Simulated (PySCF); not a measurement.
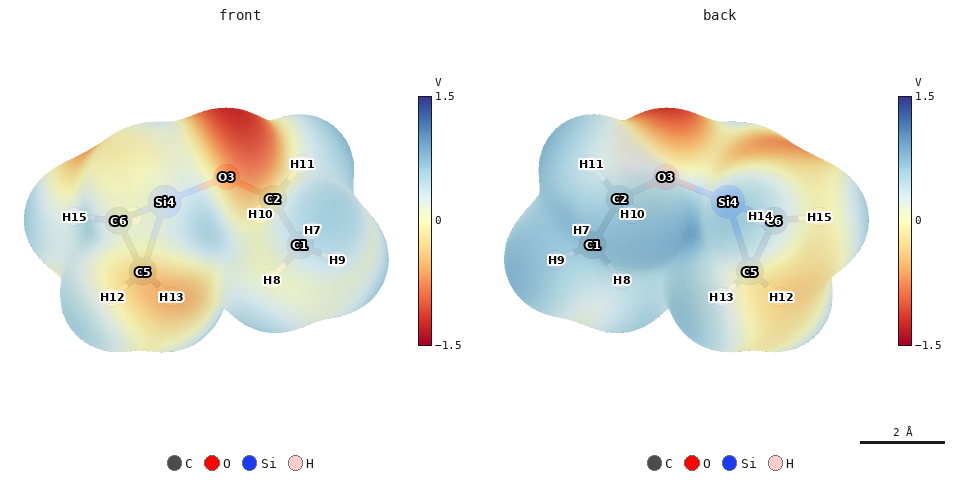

*C4H9OSi (doublet). The electrostatic potential painted on the density surface at 0.002 e/bohr³, seen from the front and from behind; red is negative and blue positive.*

Geometry: GFN2-xTB.

Computed with PySCF, UKS B3LYP, pcH-1 on C H O Si, non-relativistic, mean-field spin-orbit, GIAO.

```xyz
15

C     2.2106   -0.1668    0.0445
C     1.2760    0.8688    0.6500
O     0.3021    0.2708    1.4671
Si   -1.0331   -0.5694    1.0843
C    -1.5295   -0.9355   -0.7000
C    -2.4039    0.1558    0.0036
H     2.6759   -0.7516    0.8337
H     1.6517   -0.8405   -0.6008
H     2.9855    0.3254   -0.5372
H     0.7895    1.4479   -0.1431
H     1.8331    1.5576    1.2936
H    -2.0731   -1.8249   -0.9869
H    -0.9328   -0.5714   -1.5303
H    -2.3150    1.1563   -0.4048
H    -3.4413   -0.1146    0.1374
```

Describe the electrostatic potential map.

Answer. The most negative region (about −1.2 V) lies over O3, the most positive (about +0.9 V) over Si4, C5, C6 and H10. O3 is the likeliest acceptor of a hydrogen bond.
